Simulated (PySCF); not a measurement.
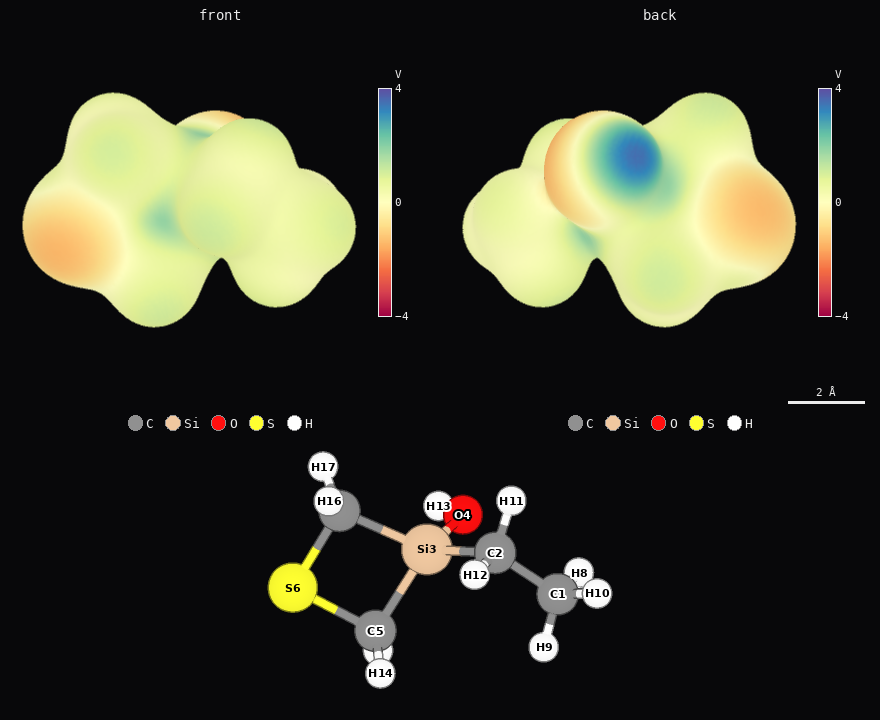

Figure 1: C4H10OSSi (SMILES CC[Si]1(O)CSC1). The electrostatic potential painted on the density surface at 0.004 e/bohr³, seen from the front and from behind; the colour scale runs from red (negative) to blue (positive). The bare structure is drawn below in the same view.

Geometry: GFN2-xTB.

These are results of PBE0/pcSseg-1, SCF density, gas phase, non-relativistic in PySCF, not measurements.

```xyz
17

C     2.3206   -0.1632    0.6218
C     1.3802    0.0114   -0.5652
Si   -0.4262   -0.3004   -0.0941
O    -0.4896   -1.8240    0.4765
C    -1.3308    0.9867    1.0020
S    -2.7000    1.1930   -0.2089
C    -1.7908    0.1048   -1.3761
H     2.2138   -1.1611    1.0366
H     2.0926    0.5568    1.4040
H     3.3559   -0.0236    0.3163
H     1.6647   -0.6913   -1.3476
H     1.5029    1.0115   -0.9804
H    -1.3072   -2.2312    0.7572
H    -0.8388    1.9427    1.1582
H    -1.7254    0.6416    1.9546
H    -1.5000    0.6744   -2.2536
H    -2.4289   -0.7161   -1.6925
```

Question: Which sites attract a positive test charge, and which a negative one?

Answer: A positive charge is drawn to the negative regions and a negative charge to the positive ones. The most negative region (about −1.4 V, or −32 kcal/mol for a unit charge) lies over O4 and S6, the most positive (about +3.3 V, or +76 kcal/mol for a unit charge) over H13.

Question: How polar is the molecule by this calculation?

Answer: Its dipole moment is 1.66 D.
